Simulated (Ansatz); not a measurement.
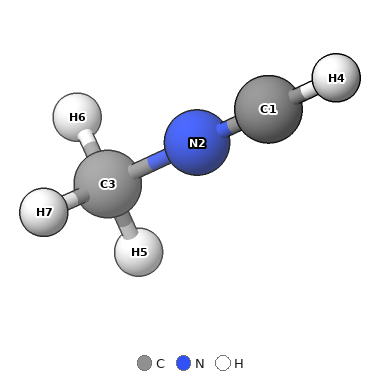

The system is C2H4N, SMILES [CH+]=NC, charge +1; the picture shows the reference structure. The first coordinate is: angle C1–N2–C3 (carried through 180); the second: change of the bonds N2–C1, N2–C3, all alike. Nothing is relaxed (all other coordinates rigid). The scan uses a 15 × 15 grid. Points are written as (first, second). All energies are given in kJ/mol relative to the lowest grid point. Method: RKS r2SCAN-D4/def2-TZVP (Ansatz 0.2.0).

Its coordinates:

```yaml
atoms:
  - { symbol: C, position_ang: [-1.3634, -0.6576, -0.5611] }
  - { symbol: N, position_ang: [-0.4037, -0.1947, -0.1663] }
  - { symbol: C, position_ang: [0.7962, 0.3840, 0.3277] }
  - { symbol: H, position_ang: [-2.2732, -1.0964, -0.9355] }
  - { symbol: H, position_ang: [1.6114, -0.3160, 0.1387] }
  - { symbol: H, position_ang: [0.6722, 0.5566, 1.3978] }
  - { symbol: H, position_ang: [0.9604, 1.3240, -0.2013] }
```

Range: angle C1–N2–C3 (carried through 180) from 140.0 to 220.0°; change of the bonds N2–C1, N2–C3, all alike from −0.141 to 0.217 Å.

### What landscape does the calculation give?

The lowest grid point is at (180.0°, 0.013 Å). It is the only kind of minimum in the scanned range. The highest grid point, (140.0°, −0.141 Å), lies 322 kJ/mol above the lowest. Round the minimum the two coordinates are nearly uncoupled.

| second ↓, first → | 140.0 | 145.7 | 151.4 | 157.1 | 162.9 | 168.6 | 174.3 | 180.0 | 185.7 | 191.4 | 197.1 | 202.9 | 208.6 | 214.3 | 220.0 |
| --- | --- | --- | --- | --- | --- | --- | --- | --- | --- | --- | --- | --- | --- | --- | --- |
| 0.217 | 252 | 249 | 247 | 246 | 245 | 244 | 244 | 244 | 244 | 244 | 245 | 245 | 247 | 249 | 252 |
| 0.192 | 213 | 209 | 206 | 203 | 202 | 201 | 200 | 200 | 200 | 201 | 202 | 203 | 206 | 209 | 213 |
| 0.166 | 175 | 170 | 165 | 162 | 160 | 158 | 157 | 157 | 157 | 158 | 160 | 162 | 165 | 170 | 175 |
| 0.141 | 142 | 135 | 130 | 126 | 122 | 120 | 119 | 119 | 119 | 120 | 122 | 126 | 130 | 135 | 142 |
| 0.115 | 112 | 103 | 97 | 92 | 88 | 85 | 83 | 83 | 83 | 85 | 88 | 91 | 97 | 103 | 111 |
| 0.089 | 86 | 77 | 69 | 62 | 58 | 54 | 52 | 52 | 52 | 54 | 58 | 62 | 69 | 76 | 86 |
| 0.064 | 68 | 57 | 47 | 40 | 35 | 31 | 28 | 28 | 28 | 31 | 34 | 40 | 47 | 56 | 68 |
| 0.038 | 56 | 43 | 33 | 24 | 18 | 13 | 10 | 9 | 10 | 13 | 17 | 24 | 32 | 43 | 56 |
| 0.013 | 54 | 39 | 27 | 17 | 9 | 4 | 1 | 0 | 1 | 4 | 9 | 17 | 26 | 38 | 53 |
| −0.013 | 61 | 44 | 30 | 19 | 11 | 5 | 1 | 0 | 1 | 5 | 11 | 19 | 30 | 44 | 60 |
| −0.038 | 80 | 61 | 45 | 33 | 23 | 17 | 13 | 11 | 13 | 17 | 23 | 33 | 45 | 61 | 79 |
| −0.064 | 113 | 92 | 75 | 61 | 50 | 43 | 38 | 37 | 38 | 43 | 50 | 61 | 75 | 92 | 113 |
| −0.089 | 161 | 138 | 119 | 104 | 92 | 83 | 78 | 77 | 78 | 83 | 92 | 104 | 119 | 138 | 161 |
| −0.115 | 230 | 205 | 184 | 167 | 153 | 144 | 139 | 137 | 139 | 144 | 153 | 167 | 184 | 205 | 230 |
| −0.141 | 322 | 295 | 271 | 252 | 238 | 227 | 221 | 219 | 221 | 227 | 238 | 252 | 271 | 294 | 322 |

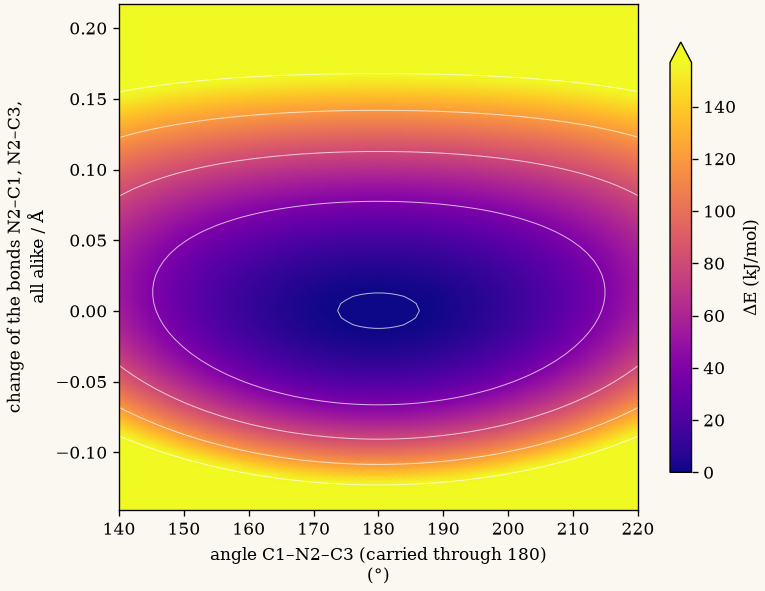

The picture shows a smooth colour map with a few white contour lines, one colour for all values above the top of the scale. Between grid points the surface is interpolated.

Each point was launched as `ansatz run input.yaml --threads 1 --pin off --max-ram 2560MiB --backend cpu --events-out ev --progress --plain --runs-dir out`. Time for the 225 points that were run: 13 min on 1 thread of Arm Neoverse V1, with other jobs on the host.
